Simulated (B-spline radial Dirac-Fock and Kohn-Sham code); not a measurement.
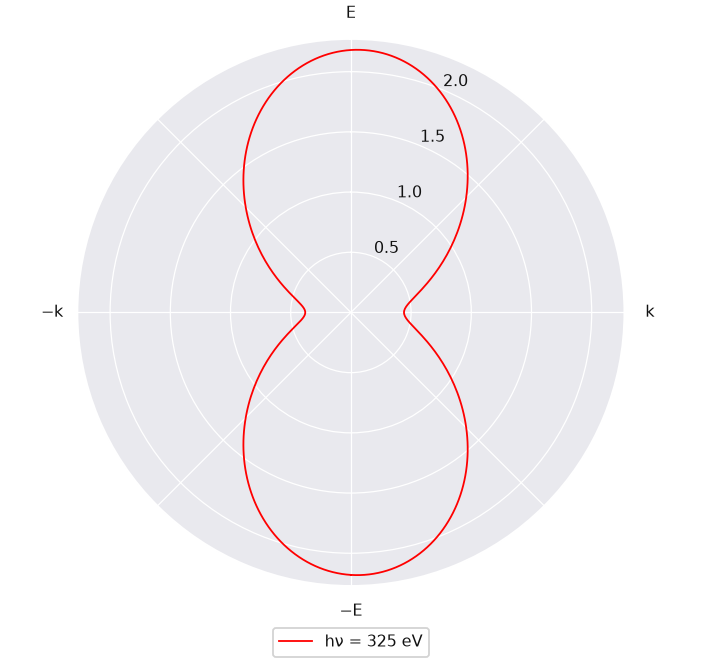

Fig. 1. Angular distribution of photoelectrons from M5 (3d5/2) in the plane of the polarisation E (up) and the photon direction k (right), relative to an isotropic one. The figure is for the copper atom. Method: a Dirac–Hartree–Slater potential; 1 + βP₂(cos θ) + (δ + γ cos²θ) sin θ cos φ with E1 and E1–E2 terms (computed with a B-spline radial atomic code).

At 325 eV, β = 1.180, γ = 0.107 and δ = 0.031. At 325 eV the emission 45° forward of E is 1.1 times that 45° backward, and the lobe peaks 2.0° from E towards k.
